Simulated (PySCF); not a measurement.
**singlet SiH2SCl+: levels of theory compared**

Aim: a comparison of 6 runs (PBE/STO-3G, PBE0/STO-3G, SVWN5/STO-3G, CCSDT(Q)/STO-3G, CCSDT/STO-3G, CCSD(T)/STO-3G) of singlet SiH2SCl+. The job is set up through a Python script.

The calculation is run with PySCF 2.14.0.

3 further runs of the same task are left out: 3 set aside as unsound or not needed.

### Step 1. The molecule

The species is SiH2SCl+ (5 atoms), meant as a singlet with charge +1. As SMILES of the parent species, `S[SiH]Cl`. The shape is that of a PBE0-D4/def2-TZVP optimisation. This is one conformer, not always the lowest. That shape belongs to the parent species and isn't relaxed for this state.

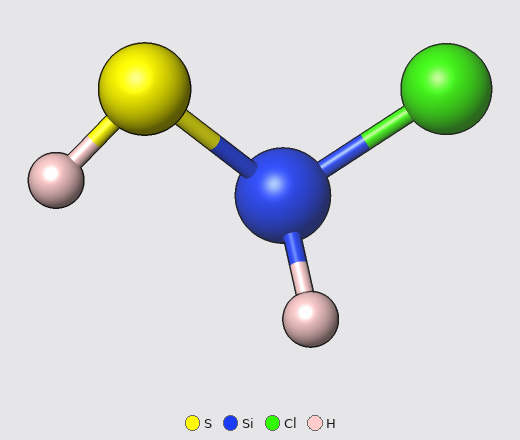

The structure, seen from a chosen angle (sulfur yellow, silicon blue, chlorine green, hydrogen pink).

### Step 2. A single-point energy at PBE/STO-3G (run 1)

File run.py:

```python
from pyscf import gto, dft

mol = gto.M(
    atom=[
    ('S', (-1.489500, 0.144700, -0.110400)),
    ('Si', (0.633500, 0.085900, -0.296400)),
    ('Cl', (1.324100, 1.826800, 0.545500)),
    ('H', (-1.633000, -1.077000, -0.655900)),
    ('H', (1.214800, -1.053900, 0.475800)),
],
    max_memory=1860,
    charge=1,
    verbose=3,
    basis='sto-3g',
)

ks = dft.RKS(mol, xc='pbe')
ks.grids.level = 5
ks.conv_tol = 1e-10
ks.kernel()
if not ks.converged:
    ks = ks.newton().run(ks.mo_coeff, ks.mo_occ)

etot = ks.e_tot
print('Final energy', etot)
```

Launch:

```bash
$ OMP_NUM_THREADS=1 python run.py
```

The program printed:

```text
converged SCF energy = -1135.55069913861
Final energy -1135.550699138608
```

Run time: 4.8 s. Hardware: 1 thread of Intel Xeon Platinum 8488C (Sapphire Rapids), shared host; peak memory 0.24 GiB.

### Step 3. A single-point energy at PBE0/STO-3G (run 2)

File input.py:

```python
from pyscf import gto, dft

mol = gto.M(
    atom='''
S     -1.489500     0.144700    -0.110400
Si     0.633500     0.085900    -0.296400
Cl     1.324100     1.826800     0.545500
H     -1.633000    -1.077000    -0.655900
H      1.214800    -1.053900     0.475800
''',
    max_memory=1860,
    basis='sto-3g',
    charge=1,
    verbose=4,
    spin=0,
)

ks = dft.RKS(mol, xc='pbe0')
ks.grids.level = 5
ks.conv_tol = 1e-10
ks.kernel()
if not ks.converged:
    ks = ks.newton().run(ks.mo_coeff, ks.mo_occ)

energy = ks.e_tot
print('E(%s) = %.9f' % ('PBE0', energy))
```

Launch:

```bash
$ OMP_NUM_THREADS=1 python input.py
```

The program printed:

```text
PySCF version 2.14.0

[... 74 lines left out ...]
converged SCF energy = -1135.70987290279
E(PBE0) = -1135.709872903
```

It took 4.2 s on 1 thread of Intel Xeon Platinum 8488C (Sapphire Rapids), shared host; peak memory 0.24 GiB.

Runs 3 to 5 aren't shown in full; the table further down has their settings and results.

### Step 4. The energy at CCSD(T)/STO-3G (run 6)

File start.xyz:

```xyz
5
ClH2SSi
S     -1.489500     0.144700    -0.110400
Si     0.633500     0.085900    -0.296400
Cl     1.324100     1.826800     0.545500
H     -1.633000    -1.077000    -0.655900
H      1.214800    -1.053900     0.475800
```

File calc.py:

```python
from pyscf import gto, cc

mol = gto.M(
    atom='start.xyz',
    basis='sto-3g',
    verbose=3,
    max_memory=1860,
    charge=1,
)

calc0 = mol.RHF()
calc0.conv_tol = 1e-10
calc0.kernel()
if not calc0.converged:
    calc0 = calc0.newton().run(calc0.mo_coeff, calc0.mo_occ)

mycc = cc.CCSD(calc0, frozen=15)
mycc.kernel()
e_t = mycc.ccsd_t()
etot = mycc.e_tot + e_t
print('E(%s) = %.9f' % ('CCSD(T)', etot))
```

Launch:

```bash
$ OMP_NUM_THREADS=1 python calc.py
```

The program printed:

```text
converged SCF energy = -1134.31936083221
E(CCSD) = -1134.437230381802  E_corr = -0.1178695495930295
CCSD(T) correction = -0.00560932364870067
E(CCSD(T)) = -1134.442839705
```

It took 0.85 s on 1 thread of Intel Xeon Platinum 8488C (Sapphire Rapids), shared host; peak memory 0.12 GiB.

### Step 5. All runs side by side

```
run            level  integration grid  frozen core orbitals   energy (Eh)  HOMO energy (eV)  LUMO energy (eV)  HOMO–LUMO gap (eV)  wall time
  1       PBE/STO-3G                 5                     –  -1135.550699            -11.24             -9.39                1.84      4.8 s
  2      PBE0/STO-3G                 5                     –  -1135.709873            -12.41             -8.78                3.63      4.2 s
  3     SVWN5/STO-3G                 5                     –  -1131.976733            -11.20             -9.35                1.84      2.4 s
  4  CCSDT(Q)/STO-3G                 –                    15  -1134.444068            -15.12             -5.41                9.71      3.3 s
  5     CCSDT/STO-3G                 –                    15  -1134.443939            -15.12             -5.41                9.71      1.9 s
  6   CCSD(T)/STO-3G                 –                    15  -1134.442840            -15.12             -5.41                9.71     0.85 s
```

### Step 6. Results

```
                                           quantity           value
                                run 6: total energy  -1134.44284 Eh
         run 6: HOMO energy (Hartree–Fock orbitals)       -15.12 eV
         run 6: LUMO energy (Hartree–Fock orbitals)        -5.41 eV
       run 6: HOMO–LUMO gap (Hartree–Fock orbitals)         9.71 eV
run 6: correlation energy (15 core orbitals frozen)      -123.5 mEh
                              run 6: (T) correction       -5.61 mEh
                               run 6: T1 diagnostic           0.044
```

**Reading.** Over runs 1, 2, 3 the HOMO–LUMO gap runs from 1.84 eV (PBE/STO-3G) to 3.63 eV (PBE0/STO-3G). Totals of different functionals can't be ranked against each other. In run 6 the T1 diagnostic is large, so a single reference may not serve. In runs 1, 2, 3, 4, 5, 6 the basis is minimal, so the values are rough. All runs together took 17 s, the longest 4.8 s.
